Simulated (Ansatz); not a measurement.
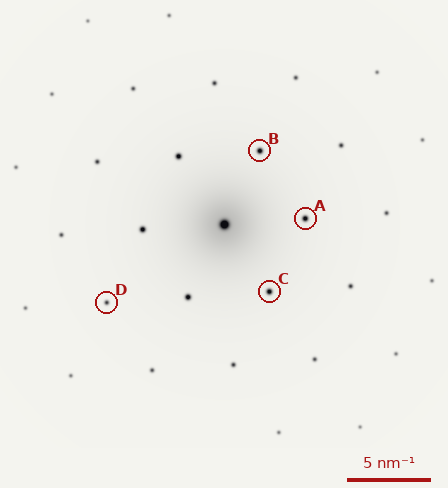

The pattern is a kinematic simulation for 80 kV electrons (no multiple scattering; isotropic B = 0.5 Å²). The zone axis points towards the electron source and the pattern is seen from the source side.

The sample is Be2Sn, space group Fm-3m (No. 225), a = 5.76 Å. Structure: the geometry relaxed with DFT PBEsol, scalar-relativistic, plane waves, PAW in Ansatz 0.2.0; the starting structure was generated, so it need not be a known form of this composition.

Spot A is indexed -2 2 0 and spot B -2 0 2.

Q: Give hkl for C, D.

A: C = A − B = 0 2 -2 (d = 2.036 Å). D = −A − B = 4 -2 -2 (d = 1.176 Å).

Q: Which zone axis is this?

A: The cross product of A and B is parallel to [111]; every spot obeys hu + kv + lw = 0.
